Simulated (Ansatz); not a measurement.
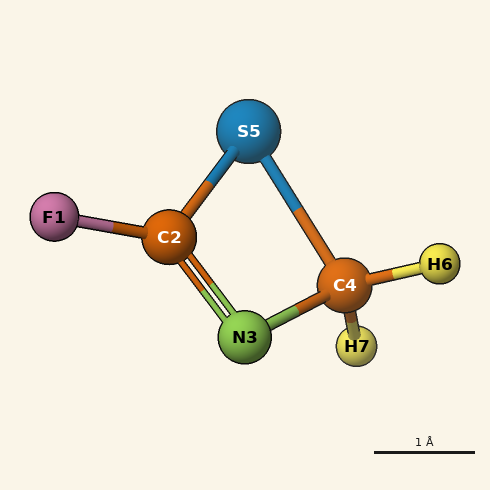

Numbered structure. Computed geometry: PBE0-D4/def2-TZVP optimisation.

Which atoms are bonded, and how long are the bonds?

```
 bond  length (Å)   order
F1–C2       1.304  single
C2–N3       1.267  double
C2–S5       1.740  single
N3–C4       1.461  single
C4–S5       1.853  single
C4–H6       1.089  single
C4–H7       1.089  single
```
